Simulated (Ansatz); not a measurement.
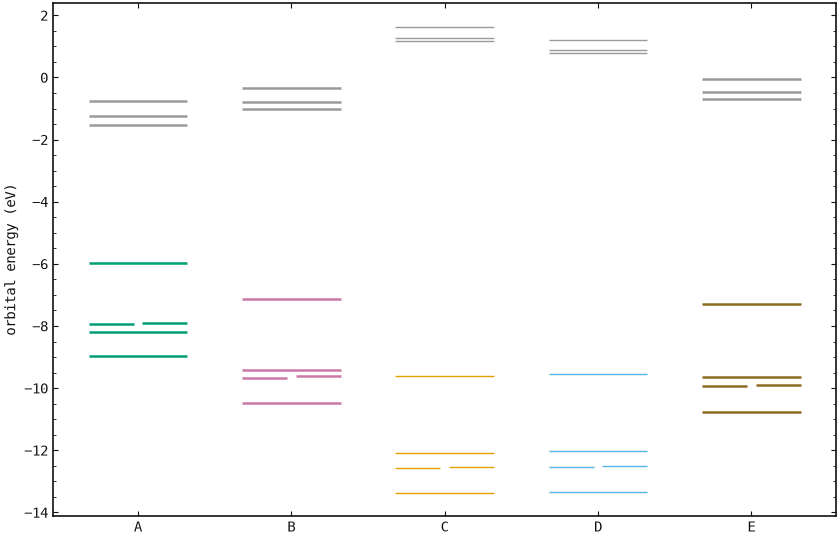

Frontier orbital energies of CH₃FOZn, SMILES O[CH2][Zn][F], singlet at one geometry, def2-TZVPP, the Ansatz code 0.2.0, at a PBE0-D4/def2-TZVP geometry (no frequency check). Empty levels are grey, levels within 0.1 eV stand side by side; all columns show the same few orbitals around the gap.

### The columns come from B3LYP, PBE, PBE0, ωB97M-V and ωB97X-V. Which is which?

A: PBE (HOMO −5.98, LUMO −1.52, separation 4.47 eV)
B: B3LYP (HOMO −7.12, LUMO −1.03, separation 6.09 eV)
C: ωB97X-V (HOMO −9.60, LUMO 1.18, separation 10.78 eV)
D: ωB97M-V (HOMO −9.55, LUMO 0.78, separation 10.32 eV)
E: PBE0 (HOMO −7.28, LUMO −0.68, separation 6.60 eV)

Limits of at least one run: empty levels above zero depend strongly on the basis; no scalar relativity up to krypton; one conformer of a flexible molecule.
